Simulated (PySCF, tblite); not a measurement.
# C₅H₉BO₂: geometry, infrared bands and NMR shifts

What infrared bands and NMR shifts should C₅H₉BO₂ (`C#C[C@@H](CC)B(O)O`) show?

The runs use tblite 0.8.0 and PySCF 2.14.0, with density-fitted response routines of our own; the level of theory stands in each step. All values are computed, except where a source is named. Atoms are numbered from 0 throughout.

## Step 1: The molecule as given

17 atoms, charge 0, multiplicity 1; geometry from: force field or distance geometry start.

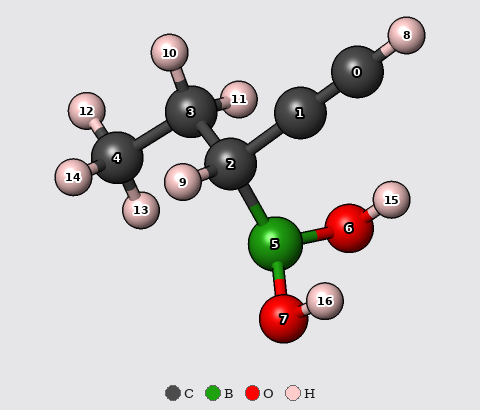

The starting geometry (carbon dark grey, boron green, oxygen red, hydrogen pink), atoms numbered.

## Step 2: Geometry optimisation with GFN2-xTB

The job: settings as JSON, then the geometry in Å.

```
{"job": {"kind": "relax", "xc": "GFN2-xTB", "basis": "xTB"}, "charge": 0, "multiplicity": 1}
C      1.905000     2.076400     0.169700
C      1.059800     1.228300     0.335100
C      0.032800     0.183500     0.553500
C     -1.113100     0.487700    -0.389000
C     -2.255900    -0.526200    -0.255500
B      0.715700    -1.176700     0.080300
O      1.399200    -1.182800    -1.233300
O      1.416500    -1.929700     1.153600
H      2.634100     2.829200     0.035000
H     -0.309200     0.146400     1.615500
H     -1.476500     1.483900    -0.169900
H     -0.758600     0.435000    -1.434500
H     -3.100300    -0.130700    -0.862200
H     -1.951400    -1.492400    -0.678900
H     -2.523300    -0.567000     0.817100
H      2.122800    -0.488200    -1.136100
H      2.195200    -1.364400     1.389600
```

Command:

```sh
$ OMP_NUM_THREADS=1 python probes_run.py task.json out
```

The driver reads the jobs from task.json and runs them one after another.

**Question.** This job is followed by: GFN2-xTB harmonic vibrations, gas phase; GIAO PBE0/pcSseg-1 NMR shielding, non-relativistic, gas phase. Predict these results of the whole session: strongest single infrared mode (GFN2-xTB); zero-point energy (GFN2-xTB); 13C shifts against TMS (PBE0/pcSseg-1); 1H shifts against TMS (PBE0/pcSseg-1, means over atoms taken as alike); 11B shifts against BF3·OEt2 (PBE0/pcSseg-1); 17O shifts against H2O (PBE0/pcSseg-1, means over atoms taken as alike).

The runs gave:

| quantity | value |
| --- | --- |
| strongest single infrared mode (GFN2-xTB) | 1229 cm⁻¹, 379 km/mol |
| zero-point energy (GFN2-xTB) | 84.2 kcal/mol |
| 13C shifts against TMS (PBE0/pcSseg-1) | 94.6, 74.5, 30.6, 21.6, 16.0 ppm |
| 1H shifts against TMS (PBE0/pcSseg-1, means over atoms taken as alike) | 4.87, 1.87, 1.74, 1.50, 1.49, 1.20 ppm |
| 11B shifts against BF3·OEt2 (PBE0/pcSseg-1) | 27.3 ppm |
| 17O shifts against H2O (PBE0/pcSseg-1, means over atoms taken as alike) | 122.0 ppm |

**Reading.** Relaxing lowered the energy by 2.131 eV in 179 steps; the close pair that moved most is B5–O7, from 1.487 to 1.347 Å. All 45 modes are real, so the xTB geometry is a minimum. The strongest single mode, at 1229 cm⁻¹, moves mainly B5. Unscaled tight-binding wavenumbers are off by several per cent, some by more. Its intensities can rank the bands wrongly. At PBE0/pcSseg-1: The largest span, 312 ppm, is at C1, where the paramagnetic term is -170 ppm.
